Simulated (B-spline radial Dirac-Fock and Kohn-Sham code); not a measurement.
Neutral K. Level of theory: Dirac partial waves in the static Dirac–Fock field with Furness–McCarthy exchange, no polarisation or absorption; calculated with a B-spline radial code.

What should this plot look like? Differential cross section for elastic electron scattering against angle at 3.11 keV, computed at the marked angles.

At 3.11 keV the cross section is 24.4 bohr²/sr at 5°, 0.0074 at 90° and 0.0028 at 175°, without a marked minimum on this grid; the integral is 3.08 bohr².

The computed plot:

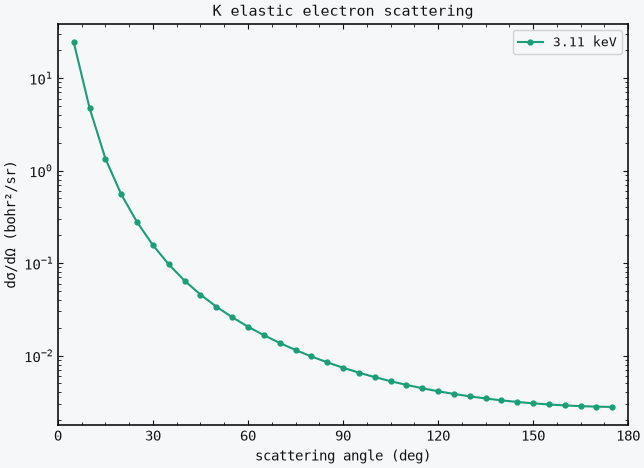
